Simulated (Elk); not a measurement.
Band structure of K (Im-3m, 1 atom in the cell).

```xyz
1
Lattice="-2.7588 2.7588 2.7588 2.7588 -2.7588 2.7588 2.7588 2.7588 -2.7588" Properties=species:S:1:pos:R:3 pbc="T T T"
K      0.0000     0.0000     0.0000
```

Method of the run: PBE, all-electron FP-LAPW, Elk's shipped species files, APW+lo basis with extra local orbitals in Elk.

Settings: xctype = 20; rgkmax = 7.5; stype = 0; swidth = 0.00367493 Ha; ngridk = 11 11 11; gmaxvr = 14 1/bohr; nxlo = 2; lorbcnd = true; lmaxi = 3; maxscl = 100.

The starting cell comes from a database of computed structures (which also holds hypothetical and non-ambient phases and stackings), without a prior relaxation at this level. Its lattice was rescaled by a random factor within 2.5 % of one. Values depend on the basis (sphere radii, cutoffs, local orbitals), which need not be converged.

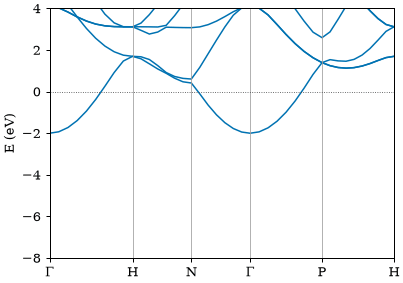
*Bands along the path, energies from the Fermi level.*

Levels in eV from the Fermi level, bands 1 to 8:
| point | 1 | 2 | 3 | 4 | 5 | 6 | 7 | 8 |
|---|---|---|---|---|---|---|---|---|
| Γ | -32.24 | -15.70 | -15.70 | -15.70 | -2.00 | 4.11 | 4.11 | 4.11 |
| H | -32.24 | -15.73 | -15.73 | -15.73 | 1.70 | 1.70 | 3.12 | 3.12 |
| N | -32.24 | -15.74 | -15.72 | -15.70 | 0.41 | 0.60 | 3.07 | 4.53 |
| P | -32.24 | -15.72 | -15.72 | -15.72 | 1.39 | 1.39 | 1.39 | 2.59 |

Bands cross the Fermi level along this path, so the cell is metallic at this level.
